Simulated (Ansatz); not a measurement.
TiN (rock salt)

```cif
data_NTi
_chemical_formula_sum 'N1 Ti1'
_space_group_name_H-M_alt 'P 1'
_space_group_IT_number 1
_cell_length_a 3.00303
_cell_length_b 3.00303
_cell_length_c 3.00303
_cell_angle_alpha 60.000
_cell_angle_beta 60.000
_cell_angle_gamma 60.000
loop_
_space_group_symop_operation_xyz
  'x, y, z'
loop_
_atom_site_label
_atom_site_type_symbol
_atom_site_fract_x
_atom_site_fract_y
_atom_site_fract_z
_atom_site_occupancy
N1 N 0.00000 0.00000 0.00000 1
Ti1 Ti 0.50000 0.50000 0.50000 1
```

E(V) scan at fixed shape, V₀ the volume above. Symmetry pins the atoms to their sites.

These are PBE (plane waves to 420 eV, PAW, scalar-relativistic; Ansatz, a quantum-chemistry and plane-wave program) values and carry that method's errors. k mesh 19×19×19 (Γ-centred), Fermi-Dirac smearing 0.05 eV. E stands for the smeared free energy. TiN is run without spin polarisation. TiN was relaxed with its symmetry unable to fall. ΔE is measured from the relaxed starting cell.

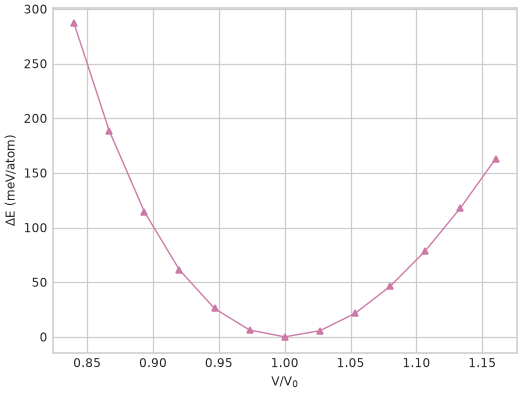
Figure. ΔE (meV/atom) against V/V₀; computed points joined by lines.

What is ΔE at V/V₀ = 0.840?

About 290 meV/atom.

What is ΔE at V/V₀ = 1.160?

About 160 meV/atom.

What bulk modulus B₀ follows from a third-order Birch-Murnaghan fit?

About 280 GPa.

(Under strain, the slope of the energy per volume gives the stress and its curvature an elastic modulus.)
